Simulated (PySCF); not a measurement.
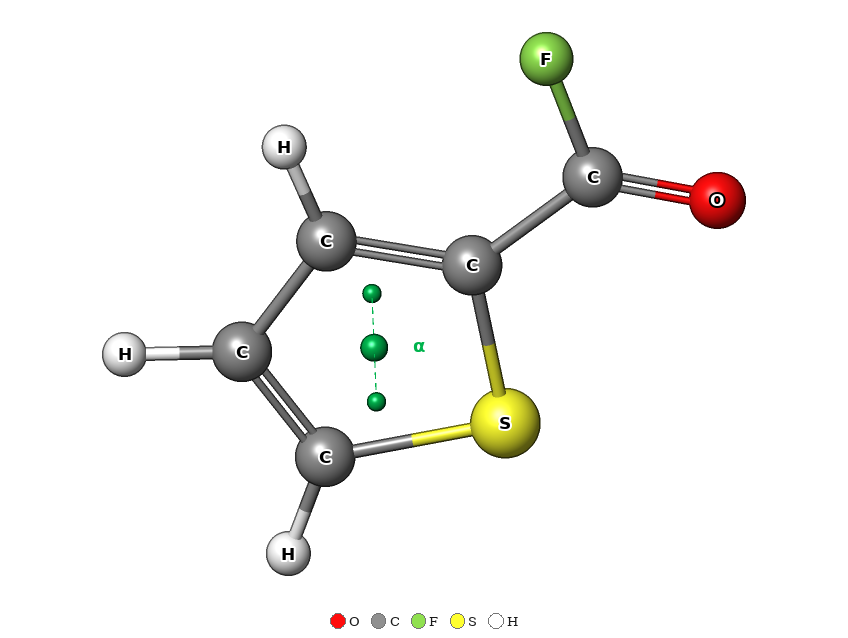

The small points mark where nucleus-independent chemical shifts (NICS) were computed: at the centre of each lettered ring and 1 Å above and below it. The geometry was computed by an optimisation with PBE0-D3(BJ)/def2-SVP. No frequency run is at hand to confirm it as a minimum. Level of theory: GIAO PBE0/aug-cc-pVDZ NMR shielding, non-relativistic, gas phase (PySCF 2.14.0).

Give NICS(0), NICS(1) and the out-of-plane component NICS(1)zz for each ring (means of the two sides).

```
ring  members  NICS(0)  NICS(1)  NICS(1)zz
   α      C4S    −11.5     −9.9      −26.6
```

Values in ppm.

What do the values say about the ring currents?

Ring α: diatropic, as in an aromatic ring. NICS is one index among several.
